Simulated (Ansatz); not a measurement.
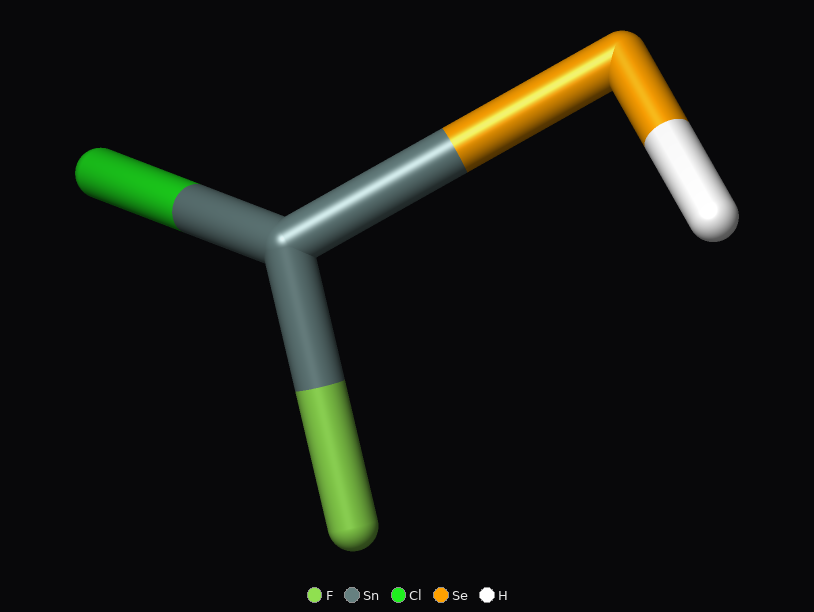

The picture shows a molecular structure as a stick model.

Charge 0, doublet. The geometry was computed by an optimisation with PBE0-D4/def2-TZVP.

Give the formula.

Answer. ClFHSeSn, 5 atoms: 1 chlorine, 1 fluorine, 1 hydrogen, 1 selenium and 1 tin.

How many bonds of each kind are drawn?

Answer. 1 F–Sn, 1 Cl–Sn, 1 Se–Sn, 1 Se–H.

Give the symmetry (Schoenflies symbol).

Answer. C1.

How many sets of symmetry-equivalent atoms are there?

Answer. 5: 1 F, 1 Sn, 1 Cl, 1 Se, 1 H.

The parts below concern this one geometry. Atoms keep their numbers from picture to picture.

**Geometry**

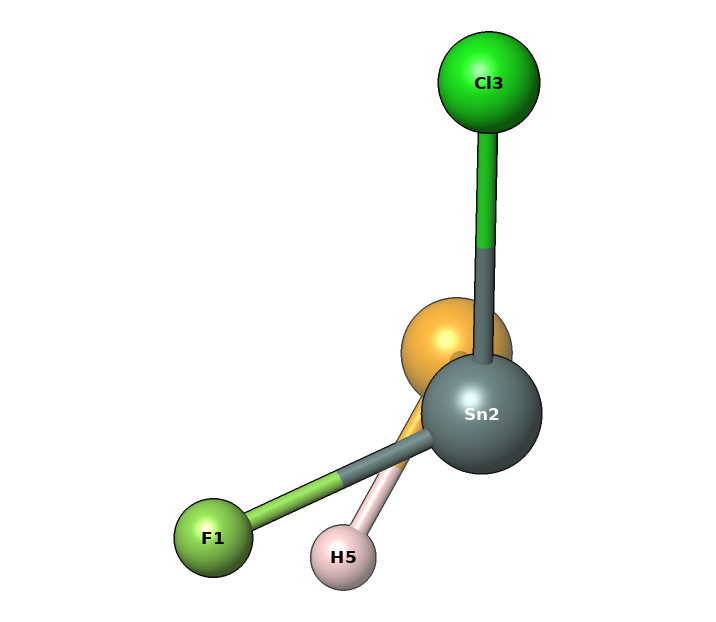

Se4 lies behind Sn2. The molecule seen nearly along the Sn2–Se4 bond, Sn2 in front. Distant atoms are faded towards the background colour.

What is the torsion angle Cl3–Sn2–Se4–H5? The sign is positive where the front bond must turn clockwise to cover the back bond.

Answer. −151°, antiperiplanar (anti).

**Levels of theory compared**

Program: Ansatz 0.2.0.

Compare dipole (D) at these levels: B3LYP-D4/def2-TZVPP; PBE-D4/def2-TZVPP; PBE0-D4/def2-TZVP; r2SCAN-D4/def2-TZVPP; ωB97M-V/def2-TZVPP.

| level | dipole (D) |
| --- | --- |
| B3LYP-D4/def2-TZVPP | 2.82 |
| PBE-D4/def2-TZVPP | 2.61 |
| PBE0-D4/def2-TZVP | 2.80 |
| r2SCAN-D4/def2-TZVPP | 2.70 |
| ωB97M-V/def2-TZVPP | 2.82 |

**Vibrations**

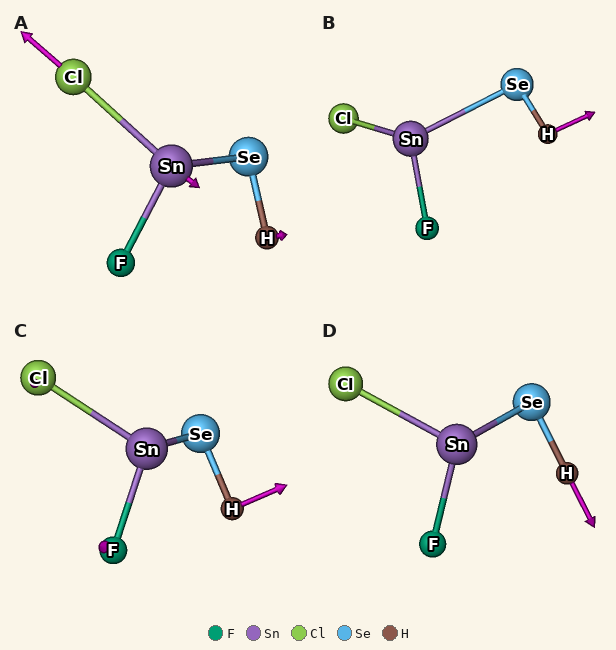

4 normal modes of one molecule or complex, as arrows. Harmonic vibrations computed with UKS PBE0-D4/def2-TZVP, core potentials on Sn (Ansatz 0.2.0) at a stationary point of the same level.

Match the panels to the wavenumbers 104 cm⁻¹, 359 cm⁻¹, 578 cm⁻¹, 2436 cm⁻¹.

Answer. A: 359 cm⁻¹, Sn–Cl stretching
B: 578 cm⁻¹, H–Se–Sn bending
C: 104 cm⁻¹
D: 2436 cm⁻¹, Se–H stretching

**Charges**

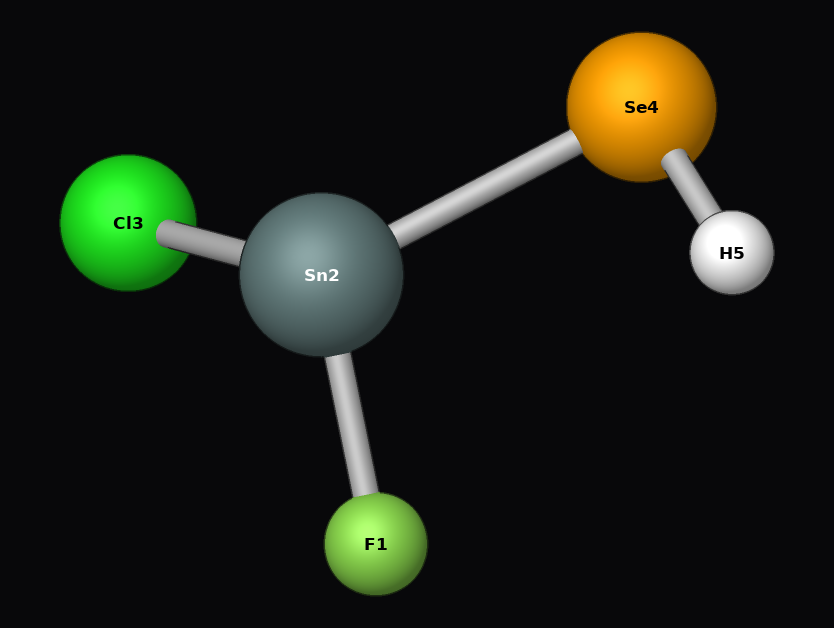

The questions are on Mulliken charges. Level of theory: UKS ωB97M-V/def2-TZVPP, core potentials on Sn (Ansatz 0.2.0).

Give the Mulliken charges atom by atom.

| atom | value (e) |
| --- | --- |
| F1 | −0.46 |
| Sn2 | 0.88 |
| Cl3 | −0.32 |
| Se4 | −0.20 |
| H5 | 0.11 |

Mulliken values depend strongly on the basis set and can even reverse the polarity of a bond.
